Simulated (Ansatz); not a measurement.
# Bands, cutoff and cost in G0W0 for H6PbCBr3N (Pm), part 2 of 2

Wanted: a G0W0 gap for H6PbCBr3N (Pm) that is converged in bands and cutoff, or an estimate of the limit.

Ansatz 0.2.0; G0W0 on r2SCAN, plane waves, PAW. Known limits of the many-body steps: not at the basis limit; no spin-orbit coupling; coarse k mesh.

So far. Step 4 (935 empty bands, screening to 150 eV): Against the run with 2×2×2 mesh, 434 empty bands, screening to 90 eV, the gap moves by +0.13 eV.

**5. Changing the frequency model: 2×2×2 mesh, 434 empty bands, screening to 90 eV, plasmon pole**

A plasmon pole stands in for the full frequency dependence of the screening; this run shows what that costs in accuracy. Bands and cutoff differ from the step before, so it is read against an earlier run that matches them.

Contents of input.yaml:

```yaml
crystal:
  lattice:
    - [6.038531, 0.0, 0.0]
    - [0.0, 6.05968, 0.0]
    - [-0.007679, 0.0, 6.128174]
  atoms:
    - { symbol: H, position: [0.218258, 0.862101, 0.96819] }
    - { symbol: H, position: [0.177786, 0.0, 0.198636] }
    - { symbol: H, position: [0.825095, 0.851944, 0.061619] }
    - { symbol: H, position: [0.869341, 0.0, 0.811715] }
    - { symbol: H, position: [0.825095, 0.148056, 0.061619] }
    - { symbol: H, position: [0.218258, 0.137899, 0.96819] }
    - { symbol: Pb, position: [0.475266, 0.5, 0.477994] }
    - { symbol: C, position: [0.897311, 0.0, 0.98852] }
    - { symbol: Br, position: [0.430028, 0.5, 0.972748] }
    - { symbol: Br, position: [0.434852, 0.0, 0.512708] }
    - { symbol: Br, position: [0.966538, 0.5, 0.440736] }
    - { symbol: "N", position: [0.140606, 0.0, 0.032465] }
kpoints:
  mp_grid: { grid: [2, 2, 2] }
hamiltonian:
  xc: r2scan
scf:
  occupations: { method: fixed }
gw:
  n_empty_bands: 434
  ecut_chi: 90
  qp_bands: [v4, c4]
  qp_kpoints: band_edges
  screening: { model: godby_needs }
```

Started as:

```
> ansatz run input.yaml --threads 3 --pin off --max-ram 92160MiB --backend cuda --events-out ev --progress --plain --runs-dir out --devices 1 --max-vram 13GiB  # rebuilt from the run's record
```

Numbers of over 12 decimals in the logs are rounded to 6 here.

The program printed:

```text
GPUs: using 1 of 1 available (devices: 1).
[...]
GPU FFT provider: cuFFT
GPU libraries: cuBLAS 13.8.2, cuFFT 12.4.0, cuSOLVER 12.3.4
Crystal: 12 atoms, lattice volume = 224.239 Å³
Basis set: ecut = 500 eV, 5671 PW (Γ), exchange–correlation on 180×180×180 points (64 copies of the dense FFT grid, shifted against one another)
Bands: 37, of which v1, the nominal top of the filled ones, is band 25 counted from 1 (24 counted from 0)
[...]
0    29      7.5237    -4.0557    -3.4026    -7.8044  0.8310     7.8709     7.8699  root
[...]
7    26      3.7369    -7.5029    -3.3763   -11.3304  0.8128     4.1898     4.1881  root
     7    27      3.7567    -7.4702    -3.3845   -11.3121  0.8134     4.2157     4.2140  root
     7    28      3.9744    -7.6829    -3.3702   -11.5160  0.8132     4.4391     4.4374  root
     7    29      7.0654    -4.0096    -3.5280    -8.0346  0.8332     7.5644     7.5623  root
[key lines of the parts left out:]
SCF converged after 8 iterations
Free energy (F): -21037.951761 eV
Fermi energy:    1.317335 eV
```

Run time: 17 s. Hardware: 1 × NVIDIA H100 80GB HBM3 (shared by 6 runs) with 3 threads of AMD EPYC 7R13 (Zen 3), shared host; peak memory 2 GiB; 33 s of CPU time.

This step gave:

- bands summed: 459
- plasmon-pole fit frequency: 17.53 eV
- RPA ε∞ on this mesh (eigenvalues): 4.974, 5.265, 5.900
- plane waves in the screening matrix: 457
- G0W0 gap on the mesh: 3.345 eV
- k of the valence top: -0.5, -0.5, -0.5
- k of the conduction bottom: -0.5, -0.5, -0.5
- starting gap on the mesh: 2.420 eV
- least direct G0W0 gap on the computed points: 3.345 eV

Against the run with 2×2×2 mesh, 434 empty bands, screening to 90 eV, the gap moves by −0.03 eV.

**6. Changing the files: 2×2×2 mesh, 434 empty bands, screening to 90 eV, hard PAW files**

Other atomic data (hard PAW) test the pseudisation: the cutoff goes from 500 to 1000 eV and the valence electrons from 50 to 88, which opens shells that were frozen.

input.yaml: that of step 5 with these lines changed.

```diff
@@ -22,2 +22,3 @@
   xc: r2scan
+  pseudopotentials: { kind: paw, source: ansatz }
 scf:
@@ -29,2 +30,2 @@
   qp_kpoints: band_edges
-  screening: { model: godby_needs }
+  screening: { model: contour_deformation }
```

The program printed:

```text
GPUs: using 1 of 1 available (devices: 1).
[...]
GPU FFT provider: cuFFT
GPU libraries: cuBLAS 13.8.2, cuFFT 12.4.0, cuSOLVER 12.3.4
Crystal: 12 atoms, lattice volume = 224.239 Å³
Basis set: ecut = 1000 eV, 16119 PW (Γ), exchange–correlation on 256×256×256 points (64 copies of the dense FFT grid, shifted against one another)
Bands: 56, of which v1, the nominal top of the filled ones, is band 44 counted from 1 (43 counted from 0)
[...]
0    48      8.7697    -3.9725    -3.4325    -7.7093  0.8014     9.0761     9.0740  root
[...]
7    45      4.9894    -7.5464    -3.4352   -11.3739  0.7888     5.3847     5.3816  root
     7    46      5.0091    -7.5134    -3.4438   -11.3551  0.7894     5.4101     5.4070  root
     7    47      5.2260    -7.7202    -3.4286   -11.5533  0.7892     5.6338     5.6305  root
     7    48      8.3155    -4.0022    -3.5502    -8.0216  0.8095     8.7890     8.7847  root
[key lines of the parts left out:]
SCF converged after 9 iterations
Free energy (F): -34483.523887 eV
Fermi energy:    2.560154 eV
```

Run time: 28 s. Hardware: 1 × NVIDIA H100 80GB HBM3 (shared by 6 runs) with 3 threads; peak memory 3.5 GiB.

This step gave:

```
bands summed                                 : 478
RPA ε∞ on this mesh (eigenvalues)            : 4.954, 5.242, 5.873
plane waves in the screening matrix          : 457
G0W0 gap on the mesh                         : 3.352 eV
k of the valence top                         : -0.5, -0.5, -0.5
k of the conduction bottom                   : -0.5, -0.5, -0.5
starting gap on the mesh                     : 2.429 eV
least direct G0W0 gap on the computed points : 3.352 eV
```

Against the run with 2×2×2 mesh, 434 empty bands, screening to 90 eV, the gap moves by −0.02 eV.

**7. Convergence and cost**

Times are wall times on 1 × NVIDIA H100 80GB HBM3 (shared by 6 runs) with 3 threads of AMD EPYC 7R13 (Zen 3), shared host, good to a factor of about two.

| mesh | files | frequency | bands summed | cutoff (eV) | start (eV) | G0W0 (eV) | time | host memory (GiB) |
| --- | --- | --- | --- | --- | --- | --- | --- | --- |
| 2×2×2 | default PAW | contour deformation | 178 | 45 | 2.420 | 3.222 | 8.2 s | 1.5 |
| 2×2×2 | default PAW | contour deformation | 459 | 90 | 2.420 | 3.374 | 11 s | 1.9 |
| 2×2×2 | default PAW | contour deformation | 960 | 150 | 2.420 | 3.506 | 32 s | 3.1 |
| 2×2×2 | default PAW | plasmon pole | 459 | 90 | 2.420 | 3.345 | 17 s | 2.0 |
| 2×2×2 | hard PAW | contour deformation | 478 | 90 | 2.429 | 3.352 | 28 s | 3.5 |

The parts of the quasiparticle energy at the two band edges (eV; QP = start + Σx + Σc − Vxc):

| run | edge | start | Σx | Σc | Vxc | Z | QP |
| --- | --- | --- | --- | --- | --- | --- | --- |
| 178 bands | valence top | 1.32 | -19.54 | 1.98 | -17.40 | 0.78 | 1.16 |
| 178 bands | conduction bottom | 3.74 | -7.50 | -3.18 | -11.33 | 0.79 | 4.38 |
| 459 bands | valence top | 1.32 | -19.54 | 1.59 | -17.40 | 0.77 | 0.77 |
| 459 bands | conduction bottom | 3.74 | -7.50 | -3.42 | -11.33 | 0.79 | 4.14 |
| 960 bands | valence top | 1.32 | -19.54 | 1.33 | -17.40 | 0.77 | 0.51 |
| 960 bands | conduction bottom | 3.74 | -7.50 | -3.54 | -11.33 | 0.79 | 4.02 |

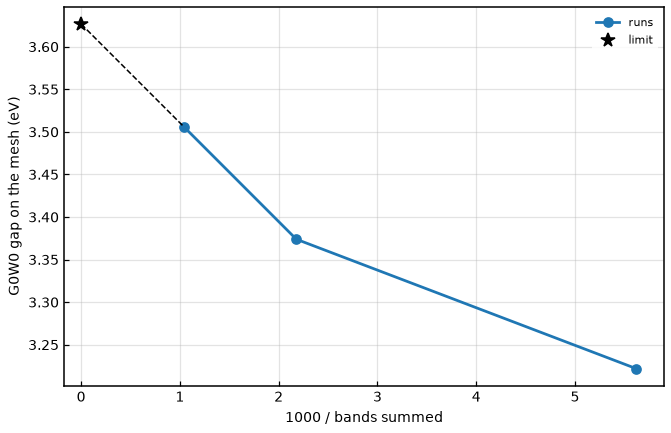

The gap against one over the number of bands; the dashed line carries the two highest rungs to the limit.

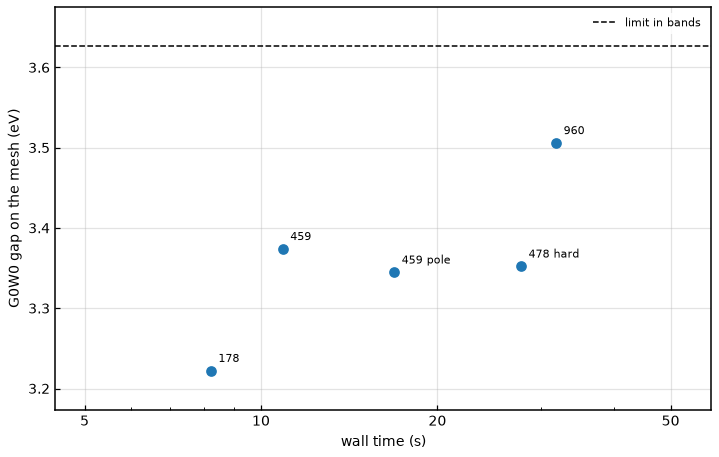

Result against wall time.

**8. What came out**

```yaml
178_bands_45_ev: 3.222 eV
459_bands_90_ev: 3.374 eV
960_bands_150_ev: 3.506 eV
estimated_limit_in_bands_and_cutoff: 3.63 eV
mesh_and_start: 2×2×2, r2SCAN
```

A line in one over the bands through the two highest rungs gives 3.63 eV, +0.12 eV from the top rung; the pair below gives 3.47 eV, so the estimate is still climbing. The rungs stand 0.40 eV (178 bands), 0.25 eV (459 bands) and 0.12 eV (960 bands) from it. From 178 to 960 bands the gap moves by +0.28 eV while the time grows 3.9-fold. Σc changes by −0.65 eV at the valence top and −0.36 eV at the conduction bottom, so both edges matter. The plasmon-pole model gives −0.03 eV against contour deformation, 3 % of the correction, and saved no time in this program. Hard PAW files move the gap by −0.02 eV at equal bands and cutoff, +0.01 eV of it in the start. The 2×2×2 mesh is coarse for this cell (its supercell is 12 Å along the shortest edge). The RPA ε∞ on it, from the r2SCAN start, is 4.97, 5.26 and 5.89; such meshes misread the long-range screening, most where the gap is narrow. Where an edge is built on 6p states of lead, bismuth or thallium, scalar-relativistic gaps usually stand too wide, by a few tenths to over one eV. The many-body steps are scalar-relativistic: spin-orbit coupling is not in them.

[Paths, hosts, dates, memory and timing lines, banners, echoed tables and standing remarks are left out of the program output.]

[Logs are printed without paths, hosts, clocks, repeated set-up lines and the standing remarks that a program may print on its own settings, such as how far it seeks lower states.]

[Runs of the session that timed out or met a known fault of the program may be left out.]

[Cells called generated may have been cut or substituted from an entry of the Crystallography Open Database or the Materials Project.]

[Hosts, paths, dates, database ids (printed as entryN), source tags and the programs' standing remarks are cut or masked in the printed files.]
